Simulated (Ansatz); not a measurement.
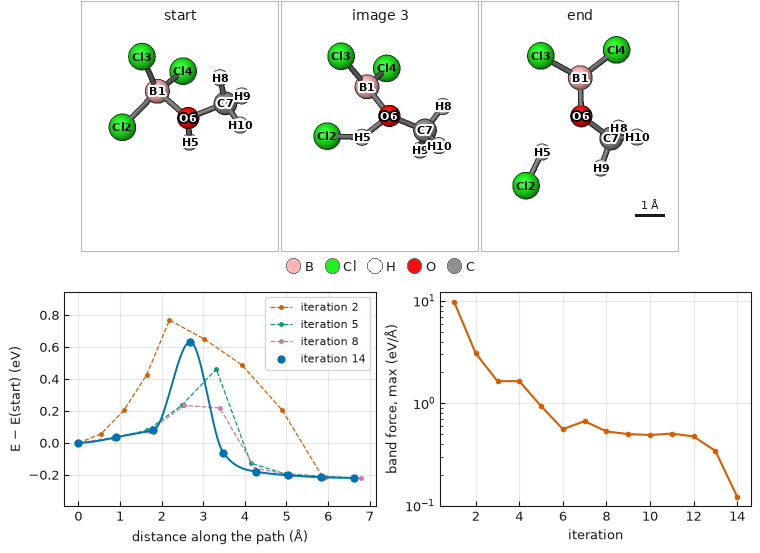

A nudged-elastic-band calculation for CH₄BCl₃O. Images are numbered from 0 (start) to 8 (end). The plot follows the band through its iterations. Style: ball-and-stick. Shown at a tilt.

Theory: Ansatz, RKS PBE/def2-SVP. Set-up: 7 movable images; climbing image; force threshold 0.2 eV/Å; iteration limit 60; starting path through a guess of the saddle point.

Q: Judge this run.

A: The run is converged, with reservations. The band converged in 14 iterations. The largest component of the band force went from 9.9 to 0.12 eV/Å. The climbing image converged on the top of the path. Its curvatures weren't checked. The force threshold is loose. The first iteration put the highest image at 4.03 eV. Forward barrier 0.63 eV, backward barrier 0.85 eV, with image 3 at the top; the reaction energy is −0.22 eV.
